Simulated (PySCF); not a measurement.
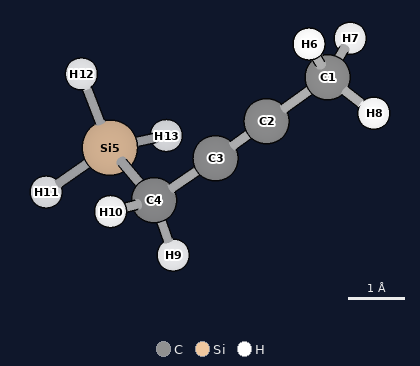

Figure 1. The input geometry of run A (ball-and-stick view, seen at a tilt; atoms are numbered from 1 in the order of the input).

# C4H8Si: one change and its effect

System: C4H8Si.
Method of run A: GIAO PBE0/pcSseg-2 NMR shielding, non-relativistic, gas phase (PySCF 2.14.0).

The geometry comes from this level: PBE0-D3(BJ)/def2-SVP. Text and figures count atoms from 1; the logs count them from 0 in places.

## The input, run A
```
{"job": {"kind": "nmr", "xc": "PBE0", "basis": "pcSseg-2", "pop": false}, "charge": 0, "multiplicity": 1}
C      2.759765     0.695946    -0.230686
C      1.482275     0.100590     0.128069
C      0.422461    -0.404234     0.434913
C     -0.874599    -0.959120     0.777365
Si    -2.277577     0.227182     0.297237
H      3.209758     1.216735     0.629250
H      2.645886     1.431152    -1.043045
H      3.476604    -0.068374    -0.569531
H     -1.040371    -1.921677     0.262797
H     -0.944386    -1.165547     1.859548
H     -3.594998    -0.369100     0.682209
H     -2.104258     1.528269     1.007950
H     -2.260727     0.461739    -1.176683
```

The first line tells a small driver script what to run in PySCF; the rest is the geometry in Å.

Command:
```bash
OMP_NUM_THREADS=1 python <driver script> task.json out
```

Hardware: 1 CPU thread, shared host.

## Output (run A)
```
coarse grid: 10928 points
cycle   1  E = -446.3751663158  dE =  2.785e-01  |g| = 3.828e-01  |ddm| = 2.568e+00
cycle   2  E = -446.3773850626  dE = -2.219e-03  |g| = 3.523e-01  |ddm| = 1.257e+00
cycle   3  E = -446.4120171081  dE = -3.463e-02  |g| = 3.966e-02  |ddm| = 8.934e-01
cycle   4  E = -446.4124415367  dE = -4.244e-04  |g| = 8.461e-03  |ddm| = 8.324e-02
cycle   5  E = -446.4124536090  dE = -1.207e-05  |g| = 4.956e-03  |ddm| = 1.359e-02
cycle   6  E = -446.4124586137  dE = -5.005e-06  |g| = 2.034e-03  |ddm| = 4.944e-03
final grid: 99736 points
cycle   7  E = -446.4188811718  dE = -5.605e-05  |g| = 7.062e-03  |ddm| = 5.896e-02
cycle   8  E = -446.4188599293  dE =  2.124e-05  |g| = 1.165e-02  |ddm| = 2.044e-02
cycle   9  E = -446.4188922210  dE = -3.229e-05  |g| = 2.644e-03  |ddm| = 1.200e-02
cycle  10  E = -446.4188939695  dE = -1.748e-06  |g| = 1.899e-04  |ddm| = 3.361e-03
cycle  11  E = -446.4188939769  dE = -7.481e-09  |g| = 7.335e-05  |ddm| = 2.154e-04
cycle  12  E = -446.4188939781  dE = -1.130e-09  |g| = 1.819e-05  |ddm| = 9.042e-05
cycle  13  E = -446.4188939781  dE = -7.969e-11  |g| = 2.107e-06  |ddm| = 2.529e-05
converged SCF energy = -446.4188939781

GIAO shielding tensors (ppm)
atom      isotropic    diamagn.    paramagn.     s11        s22        s33       span
  0 C      179.543     241.386     -61.842    171.182    171.607    195.840     24.658
  1 C      101.147     268.739    -167.592     13.689     21.609    268.143    254.454
  2 C      101.885     264.505    -162.621     12.816     18.936    273.902    261.086
  3 C      183.837     247.254     -63.417    171.575    178.270    201.666     30.091
  4 Si     405.578     878.442    -472.864    374.686    390.156    451.893     77.208
  5 H       29.421      27.953       1.467     24.479     27.625     36.158     11.678
  6 H       29.399      29.688      -0.289     24.324     27.857     36.016     11.693
  7 H       29.431      27.739       1.692     24.400     27.549     36.345     11.945
  8 H       29.517      30.099      -0.583     24.362     28.057     36.131     11.769
  9 H       29.525      29.362       0.163     24.341     28.066     36.169     11.828
 10 H       27.211      28.217      -1.006     24.134     24.901     32.598      8.465
 11 H       27.306      29.285      -1.979     24.549     25.823     31.546      6.997
 12 H       27.302      29.583      -2.281     24.548     25.793     31.566      7.018
```

Run B used a changed input.

## The two runs side by side

| quantity | run A | run B |
| --- | --- | --- |
| outcome | converged | converged |
| total energy (hartree) | −446.418894 | −454.110377 |
| HOMO (eV) | −6.96 | −8.03 |
| LUMO (eV) | 0.31 | −1.02 |
| dipole moment (D) | 0.52 | 0.41 |
| shielding of C1 (ppm) | 179.5 | 164.9 |
| shielding of C2 (ppm) | 101.1 | 95.1 |
| shielding of C3 (ppm) | 101.9 | 95.7 |
| shielding of C4 (ppm) | 183.8 | 169.0 |
| shielding of Si5 (ppm) | 405.6 | 387.0 |
| shielding of H11 (ppm) | 27.2 | 28.1 |
| shielding of H13 (ppm) | 27.3 | 28.2 |
| SCF iterations | 13 | 14 |
| basis functions | 299 | 299 |
| wall time (shared host) | 33 s | 33 s |

What was changed in the input?

The change (lines with − go, lines with + come):
```diff
-"xc": "PBE0"
+"xc": "WP04"
```

The total energies belong to different methods, so their difference says nothing on which is more stable or more accurate. The HOMO goes from −6.96 to −8.03 eV. The LUMO goes from 0.31 to −1.02 eV. The dipole moment goes from 0.52 to 0.41 D. Of all shieldings, the largest change is that of Si5, by −18.5 ppm. The functional changes from PBE0 to WP04. Exact exchange removes part of the self-interaction error of semilocal functionals, which pushes filled and empty levels apart. The SCF takes 14 iterations against 13.

## Output (run B)
```
coarse grid: 10928 points
cycle   1  E = -454.0044962482  dE =  1.998e-01  |g| = 5.942e-01  |ddm| = 3.016e+00
cycle   2  E = -453.9792704945  dE =  2.523e-02  |g| = 6.382e-01  |ddm| = 1.657e+00
cycle   3  E = -454.0952619821  dE = -1.160e-01  |g| = 6.599e-02  |ddm| = 1.115e+00
cycle   4  E = -454.0961086214  dE = -8.466e-04  |g| = 3.596e-02  |ddm| = 9.953e-02
cycle   5  E = -454.0962725311  dE = -1.639e-04  |g| = 2.552e-02  |ddm| = 4.521e-02
cycle   6  E = -454.0964296668  dE = -1.571e-04  |g| = 3.831e-03  |ddm| = 2.339e-02
cycle   7  E = -454.0964329840  dE = -3.317e-06  |g| = 4.934e-04  |ddm| = 3.714e-03
final grid: 99736 points
cycle   8  E = -454.1103669820  dE = -9.008e-05  |g| = 6.527e-03  |ddm| = 8.842e-02
cycle   9  E = -454.1103628460  dE =  4.136e-06  |g| = 7.554e-03  |ddm| = 1.485e-02
cycle  10  E = -454.1103772603  dE = -1.441e-05  |g| = 6.892e-04  |ddm| = 7.946e-03
cycle  11  E = -454.1103772104  dE =  4.988e-08  |g| = 8.019e-04  |ddm| = 1.138e-03
cycle  12  E = -454.1103773609  dE = -1.505e-07  |g| = 2.225e-04  |ddm| = 7.584e-04
cycle  13  E = -454.1103773722  dE = -1.128e-08  |g| = 3.342e-05  |ddm| = 2.298e-04
cycle  14  E = -454.1103773724  dE = -2.623e-10  |g| = 4.011e-06  |ddm| = 3.840e-05
converged SCF energy = -454.1103773724

GIAO shielding tensors (ppm)
atom      isotropic    diamagn.    paramagn.     s11        s22        s33       span
  0 C      164.910     237.319     -72.409    156.461    156.934    181.335     24.874
  1 C       95.125     273.971    -178.846      5.384     12.408    267.581    262.197
  2 C       95.747     270.844    -175.097      4.422     10.121    272.699    268.277
  3 C      168.989     244.203     -75.214    157.999    162.398    186.571     28.572
  4 Si     387.045     879.963    -492.918    358.359    375.969    426.807     68.448
  5 H       29.775      27.814       1.961     25.216     28.063     36.046     10.830
  6 H       29.761      29.674       0.087     25.076     28.273     35.934     10.858
  7 H       29.780      27.567       2.213     25.138     28.000     36.202     11.063
  8 H       29.955      29.793       0.162     25.209     28.612     36.043     10.834
  9 H       29.961      28.842       1.120     25.191     28.618     36.075     10.884
 10 H       28.133      28.328      -0.195     25.269     25.948     33.183      7.914
 11 H       28.208      30.247      -2.039     25.583     26.824     32.218      6.635
 12 H       28.206      30.706      -2.500     25.585     26.794     32.239      6.655
```
